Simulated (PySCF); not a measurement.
Consider C5H8O (charge +1, doublet).

```xyz
14

C     2.1274    0.4506    0.5511
O     1.2828    0.1097   -0.5019
C     0.2587   -0.7627   -0.2875
C    -1.0098    0.0225    0.2529
C    -1.9300    0.7399   -0.6449
C    -2.3613   -0.4042   -0.1375
H     2.1674   -0.3110    1.3341
H     3.1224    0.6220    0.1268
H     1.8101    1.4120    0.9850
H     0.4931   -1.5423    0.4482
H    -0.0150   -1.1967   -1.2536
H    -0.7610    0.4172    1.2365
H    -2.0872    1.6103   -1.2369
H    -3.0982   -1.1677   -0.0544
```

Geometry: GFN2-xTB.

Computed with UKS B3LYP, pcH-1 on C H O, non-relativistic, mean-field spin-orbit, GIAO (PySCF 2.14.0, density-fitted response routines).

What can the converged electron density, electron localisation function and spin density tell about the bonding?

Answer. C–C (1.32 Å): ρ is about 2.2 e/Å³ halfway; the ELF peaks at about 0.85 between the atoms; a short, multiple covalent bond.
C–H (1.06 Å): ρ is about 2.1 e/Å³ halfway; the ELF climbs to about 1 towards the hydrogen, as it does in any bond to H (an ordinary covalent bond to hydrogen).
C–C (1.47 Å): ρ is about 1.7 e/Å³ halfway; the ELF peaks at about 0.85 between the atoms; a shared electron pair.
The unpaired spin (1 electron) lies mostly on O2 (about 0.3), C6 (about 0.2), C5 (about 0.1), C4 (about 0.1) and C3 (about 0.1), in electrons by Hirshfeld's partition.

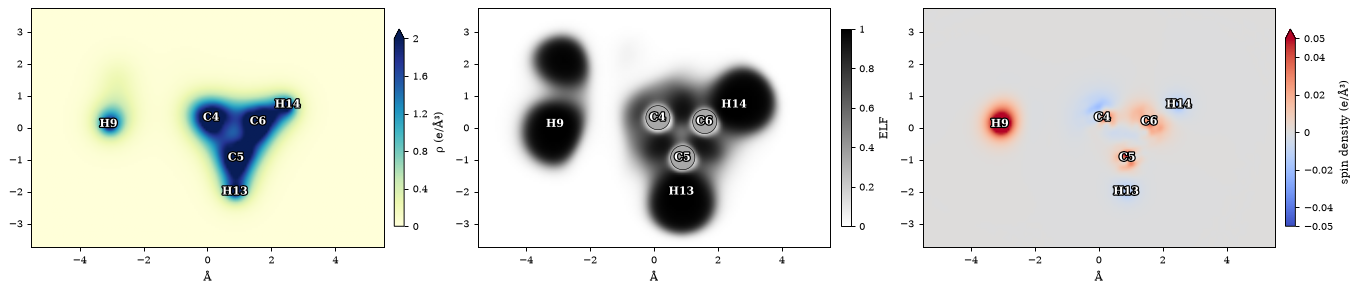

Computed electron density, electron localisation function and spin density on the plane of atoms C4, C5 and H13, in this order. Grey discs cover the atomic cores in the ELF map. 
